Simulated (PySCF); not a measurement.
**Run report: C7H10NPSi, excited-state calculation**

- system: C7H10NPSi, SMILES [SiH3]c1cncpc1C1CC1
- method: TDDFT CAM-B3LYP/def2-SVPD, vertical, gas phase, core orbitals frozen in the response (PySCF 2.14.0)

The geometry comes from this level: PBE0-D3(BJ)/def2-SVP.

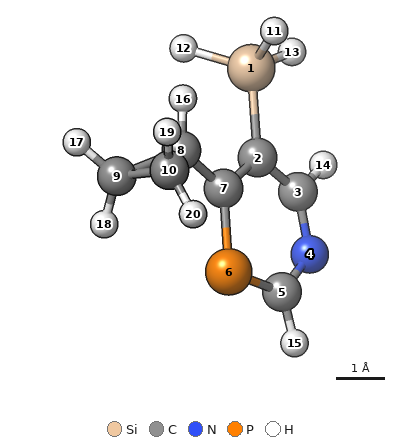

*The input geometry (ball-and-stick view, seen at a tilt; atoms are numbered from 1 in the order of the input).*

Bond lengths as drawn: C–C 1.41 to 1.51 Å, C–H 1.09 to 1.10 Å, C–N 1.32 to 1.33 Å, C–P 1.74 to 1.76 Å, C–Si 1.89 Å and H–Si 1.49 to 1.50 Å.

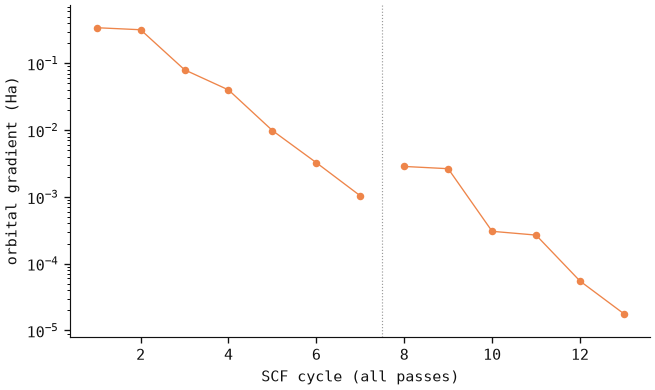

*Convergence of the self-consistent field: orbital gradient against the SCF cycle. The dotted line marks the change from a coarse to the final integration grid.*

The first 7 cycles use a coarse grid, the final grid takes over at cycle 8, and the field converges after 13 cycles in all.

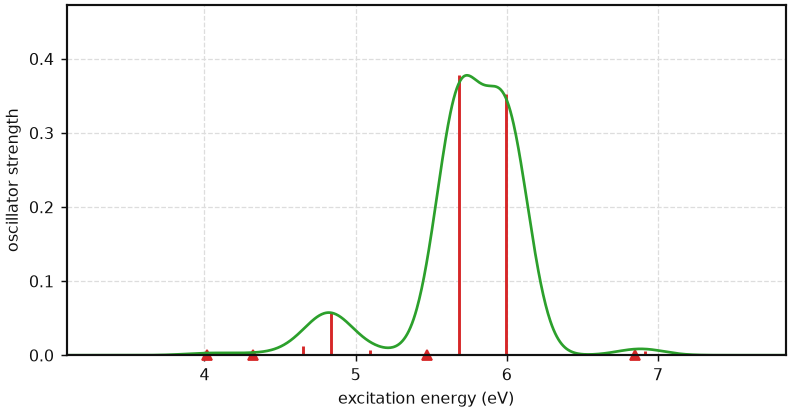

*Computed excitations as sticks (degenerate states added up, dark ones marked on the axis), with a Gaussian envelope of 0.35 eV full width at half maximum, scaled to the tallest.*

Of the 10 states the lowest lies at 4.02 eV (f = 0.003); the strongest line is at 5.68 eV, or 218 nm (f = 0.378).

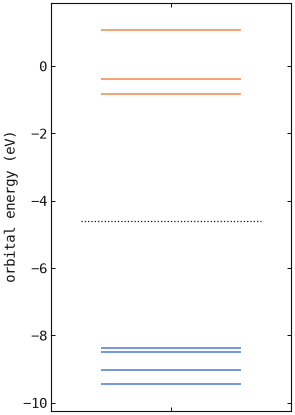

*Orbital energies near the frontier; the dotted line parts filled from empty levels, and levels within 0.02 eV of each other stand side by side.*

Highest filled −8.38 eV, lowest empty −0.82 eV, 7.56 eV apart.

The input that produced these results follows, with the program's output.

Input file
```
{"job": {"kind": "uv", "xc": "CAM-B3LYP", "basis": "def2-SVPD", "ip": true}, "charge": 0, "multiplicity": 1}
Si     1.326732     1.539245    -0.528507
C      1.037470    -0.329246    -0.585685
C      2.185377    -1.141295    -0.632199
N      2.235990    -2.467003    -0.681741
C      1.116802    -3.174193    -0.694161
P     -0.533496    -2.622283    -0.647963
C     -0.255610    -0.882988    -0.585928
C     -1.437393     0.012463    -0.538126
C     -2.667769    -0.280420    -1.371561
C     -2.734250    -0.422344     0.105441
H      0.772929     2.139945     0.723942
H      0.687780     2.226962    -1.691929
H      2.799792     1.773523    -0.571083
H      3.166574    -0.649676    -0.628895
H      1.253138    -4.264955    -0.737060
H     -1.202025     1.075010    -0.424125
H     -3.164431     0.568682    -1.848046
H     -2.638373    -1.192841    -1.975302
H     -3.276811     0.327713     0.686272
H     -2.759560    -1.432629     0.525428
```

The first line tells a small driver script what to run in PySCF; the rest is the geometry in Å.

Launched with:
```bash
OMP_NUM_THREADS=1 python <driver script> task.json out
```

Log
```
coarse grid: 18112 points
cycle   1  E = -957.5305248016  dE =  1.681e+00  |g| = 3.420e-01  |ddm| = 9.238e+00
cycle   2  E = -957.5465254284  dE = -1.600e-02  |g| = 3.188e-01  |ddm| = 2.330e+00
cycle   3  E = -957.5670323672  dE = -2.051e-02  |g| = 8.013e-02  |ddm| = 1.199e+00
cycle   4  E = -957.5682364272  dE = -1.204e-03  |g| = 4.002e-02  |ddm| = 3.310e-01
cycle   5  E = -957.5686544923  dE = -4.181e-04  |g| = 9.852e-03  |ddm| = 1.129e-01
cycle   6  E = -957.5686824650  dE = -2.797e-05  |g| = 3.254e-03  |ddm| = 3.396e-02
cycle   7  E = -957.5686856184  dE = -3.153e-06  |g| = 1.038e-03  |ddm| = 9.498e-03
final grid: 167024 points
cycle   8  E = -957.7081006623  dE = -4.268e-05  |g| = 2.859e-03  |ddm| = 1.732e-01
cycle   9  E = -957.7081012924  dE = -6.300e-07  |g| = 2.646e-03  |ddm| = 2.086e-02
cycle  10  E = -957.7081030495  dE = -1.757e-06  |g| = 3.053e-04  |ddm| = 6.169e-03
cycle  11  E = -957.7081030633  dE = -1.385e-08  |g| = 2.681e-04  |ddm| = 1.806e-03
cycle  12  E = -957.7081030816  dE = -1.829e-08  |g| = 5.499e-05  |ddm| = 8.272e-04
cycle  13  E = -957.7081030825  dE = -8.843e-10  |g| = 1.777e-05  |ddm| = 2.171e-04
converged SCF energy = -957.7081030825

Static polarisability (au): isotropic 138.804, principal 94.866 159.416 162.130

Singlet excitations
state   eV       nm        f      main configurations
  1   4.0188    308.5   0.00308   H-1->L 0.91
  2   4.3224    286.8   0.00260   H-1->L+1 0.89
  3   4.6527    266.5   0.01189   H->L+1 0.59, H-2->L 0.37
  4   4.8344    256.5   0.05795   H->L 0.90
  5   5.0966    243.3   0.00762   H-3->L 0.96
  6   5.4757    226.4   0.00428   H-3->L+1 0.96
  7   5.6820    218.2   0.37769   H-2->L 0.57, H->L+1 0.32
  8   5.9981    206.7   0.35286   H-2->L+1 0.89
  9   6.8489    181.0   0.00426   H-4->L 0.84
 10   6.9133    179.3   0.00570   H->L+3 0.53, H->L+7 0.18, H->L+8 0.12

Triplet excitations (Tamm-Dancoff, eV): 3.0819 3.6658 3.8549 3.9113
Vertical ionisation energy (delta-SCF) = 8.9412 eV
Vertical electron affinity (delta-SCF) = 0.2965 eV
```

Results in brief

```csv
quantity,value
outcome,converged
total energy,−957.708103 hartree
HOMO,−8.38 eV
LUMO,−0.82 eV
dipole moment,2.49 D
mean polarisability,138.80 a.u.
vertical ionisation energy,8.94 eV
vertical electron affinity,0.30 eV
lowest singlet excitation,4.02 eV
hardware,"1 CPU thread, shared host"
wall time,14 min
peak memory,1.4 GiB
```
